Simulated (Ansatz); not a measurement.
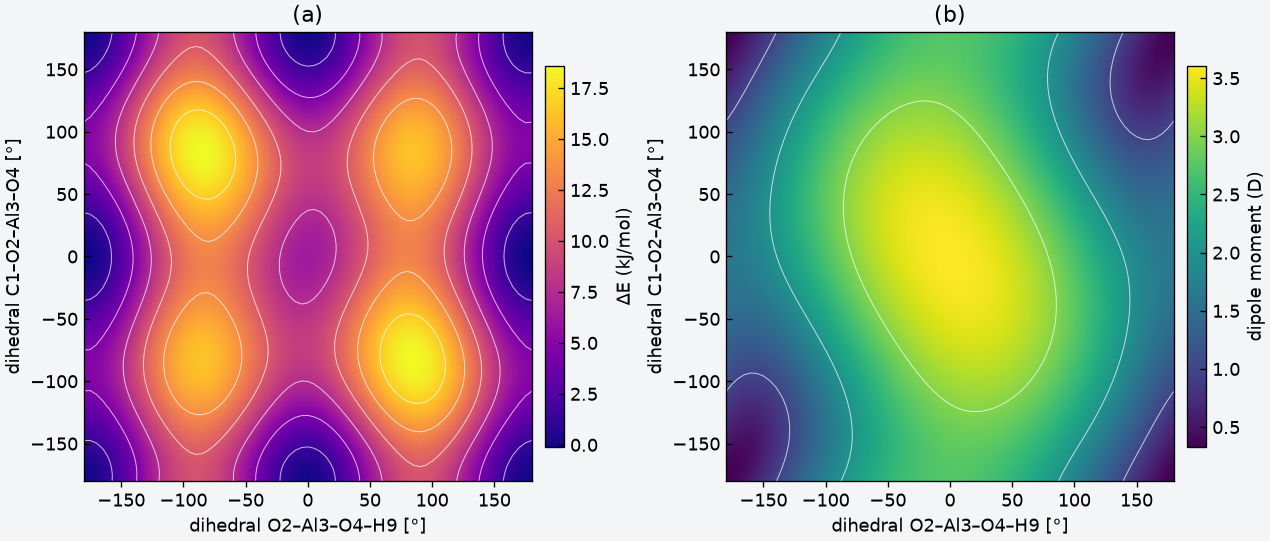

CH4AlBrO2, SMILES C[O][Al]([OH])[Br]. Coordinates scanned: (1) dihedral O2–Al3–O4–H9; (2) dihedral C1–O2–Al3–O4. Nothing is relaxed (all other coordinates rigid). The scan uses an 18 × 18 grid. Points are written as (first, second). All energies are given in kJ/mol relative to the relaxed molecule at the same level. Level of theory: Ansatz, RHF/def2-SVP.

Panel (a) is the energy; panel (b) is the computed dipole moment, in D.

Drawn: a smooth colour map with a few white contour lines. Between grid points the surface is interpolated.

> How does the dipole moment vary over the map, and what is it at the lowest grid point?

Leaving out the highest fifth of the energies, it runs from 0.33 D at (−180°, −180°) to 3.61 D at (0°, 0°). At the lowest grid point, (−180°, 0°), it is 1.64 D.
